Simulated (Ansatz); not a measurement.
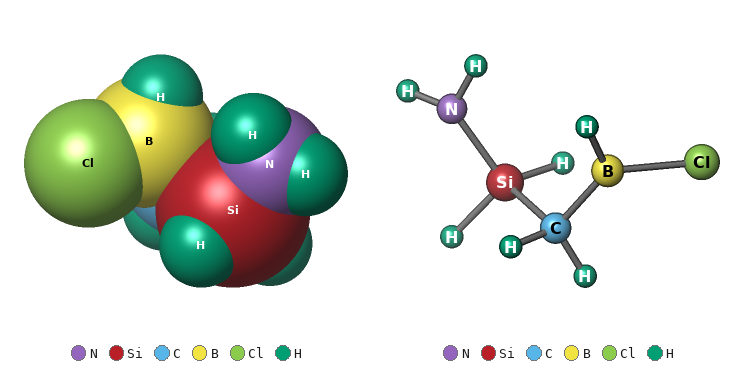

The same structure drawn twice, from different directions.

Computed geometry: PBE0-D4/def2-TZVP optimisation. No frequency run is at hand to confirm it as a minimum.

> Which formula does it have?

CH₇BClNSi, 12 atoms: 1 carbon, 7 hydrogen, 1 boron, 1 chlorine, 1 nitrogen and 1 silicon.

> Which point group does it belong to?

C1.

> Describe its rings.

It has no ring.

More results for the same structure follow; atom numbers are the same in all pictures, views and colours differ.

## Geometry

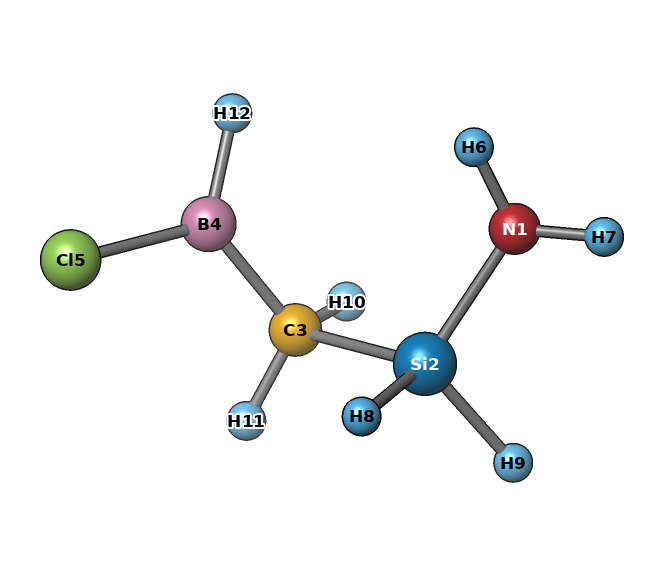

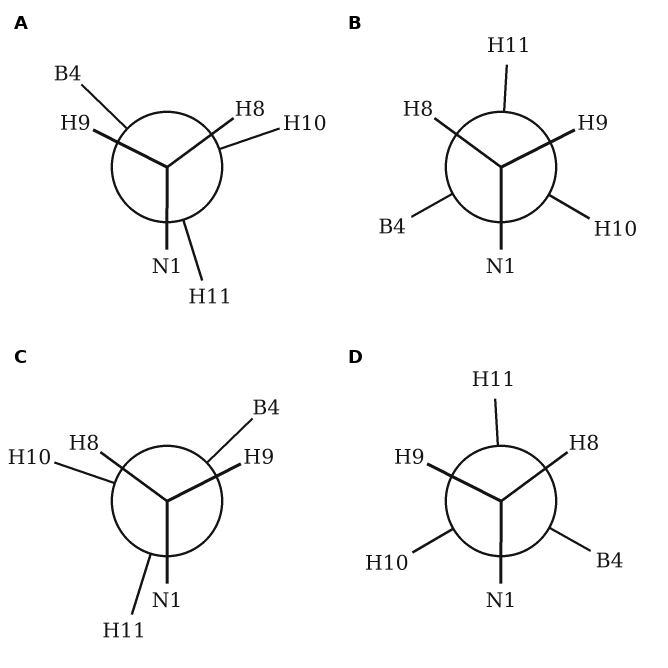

Distant atoms are faded towards the background colour. Bonds that would overlap in a projection are set slightly apart. No frequency run is at hand to confirm it as a minimum.

> Which Newman projection shows the view along Si2–C3, with Si2 in front?

D. The torsion angle N1–Si2–C3–B4 is −61°, synclinal (gauche).

## Dipole moment

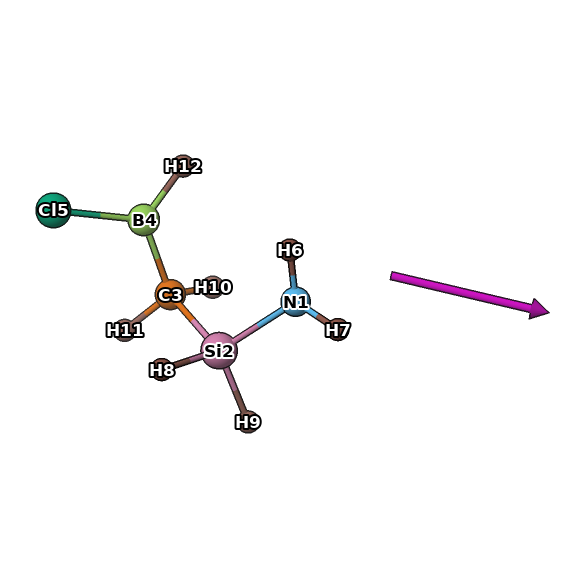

The arrow beside the molecule shows the direction of the dipole moment, from the negative to the positive end (its length means nothing). No frequency run is at hand to confirm it as a minimum. Properties computed with RKS ωB97M-V/def2-TZVPP (Ansatz 0.2.0).

> Estimate the dipole moment.

1.74 D; it points from the side of Cl5 to the side of H7 (the outermost atoms at the two ends).

## Electronic properties

No frequency run is at hand to confirm it as a minimum. Properties computed with RKS PBE0-D4/def2-TZVPP (Ansatz 0.2.0).

Predict the main results.

- HOMO energy (Kohn–Sham orbital): −7.55 eV
- LUMO energy (Kohn–Sham orbital): −1.25 eV
- HOMO–LUMO gap: 6.30 eV
- dispersion correction: −22.8 kJ/mol

## Charges

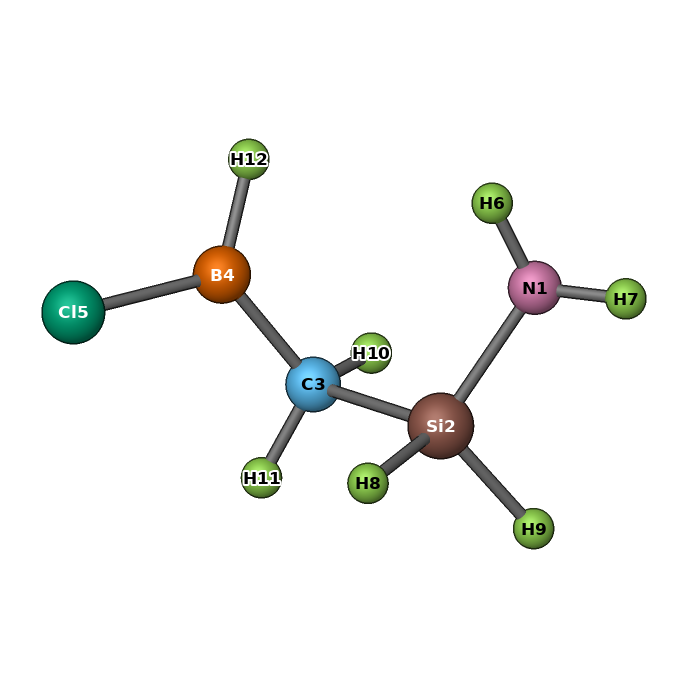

The questions are on Mulliken charges. No frequency run is at hand to confirm it as a minimum. Level of theory: RKS r2SCAN-D4/def2-TZVPP (Ansatz 0.2.0).

> Which atom carries the highest charge (most positive or least negative)?

Si2 (0.43 e).

> And the lowest?

N1 (−0.45 e).

List the Mulliken charges.

```csv
atom,value (e)
N1,−0.45
Si2,0.43
C3,−0.20
B4,0.07
Cl5,−0.16
H6,0.15
H7,0.15
H8,−0.10
H9,−0.09
H10,0.09
H11,0.08
H12,0.01
```

Mulliken values depend strongly on the basis set and can even reverse the polarity of a bond.
